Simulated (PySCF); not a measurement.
Br$_{3}$Ga, SMILES `Br[Ga](Br)Br`.

Method: PBE0/def2-TZVP; geometry: GFN2-xTB; program: PySCF. No frequency check shows the geometry to be a minimum. A basis without diffuse functions makes polarisabilities too small. GFN2-xTB bond lengths at metals and heavier atoms can be off by up to 0.1 Å and shapes distorted, which carries into these values.

Geometry (Å), atoms numbered from 1:

```
Br1      1.5894   -1.6543    0.0000
Ga2     -0.0013    0.0000    0.0000
Br3      0.6385    2.2033    0.0000
Br4     -2.2268   -0.5490    0.0000
```

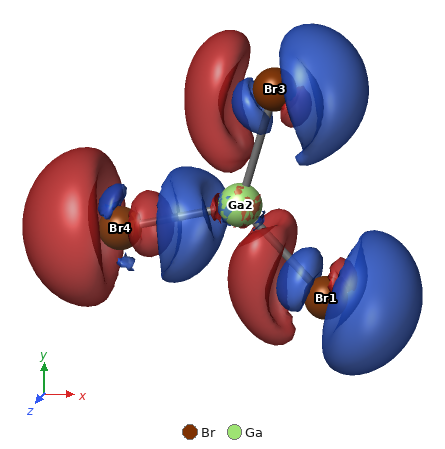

Change of the electron density in a uniform field of 0.21 V/Å, surfaces at ±0.0015 e/Å³ (red: gain, blue: loss).

Along which Cartesian direction does the field point?

Along +x: electrons gather on the −x side, against the field.

What dipole is induced, and what polarisability does it imply?

The induced dipole is 1.04 D (along the field); α along this axis, from the fields in both directions, is 102 bohr³ (15.1 Å³).

Which atoms gain and lose the most charge?

Electrons gather most on Br4 (Hirshfeld charge changes by −0.032 e) and leave Br1 most (+0.023 e); 0.072 electrons are displaced in all.
